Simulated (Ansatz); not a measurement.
Response to strain in SnO2

The parent structure is SnO₂ in the rutile structure (space group P4_2/mnm, No. 136).

```xyz
6
Lattice="4.7692 0.0000 0.0000 0.0000 4.7692 0.0000 0.0000 0.0000 3.2120" Properties=species:S:1:pos:R:3 pbc="T T T"
Sn     0.0000     0.0000     0.0000
Sn     2.3846     2.3846     1.6060
O      1.4607     1.4607     0.0000
O      3.8453     0.9239     1.6060
O      0.9239     3.8453     1.6060
O      3.3085     3.3085     0.0000
```

Cartesian axes are those of the cell as printed.

Strains are applied to the cell and any free atomic positions relax.

Method: PBEsol in Ansatz (plane waves to 420 eV, PAW, scalar-relativistic without spin-orbit coupling).

Notes on the quantities. pressure: mean of the normal stresses, compression positive.

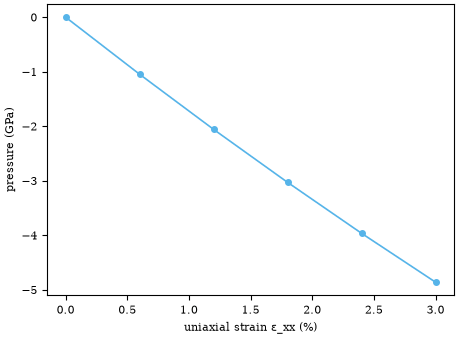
Pressure against uniaxial strain ε_xx

| uniaxial strain ε_xx (%) | pressure |
|---|---|
| 0.6 | -1.05 GPa |
| 1.2 | -2.06 GPa |
| 1.8 | -3.03 GPa |
| 2.4 | -3.96 GPa |
| 3 | -4.86 GPa |

Stability against distortions was not tested.

Ansatz is a first-principles code.
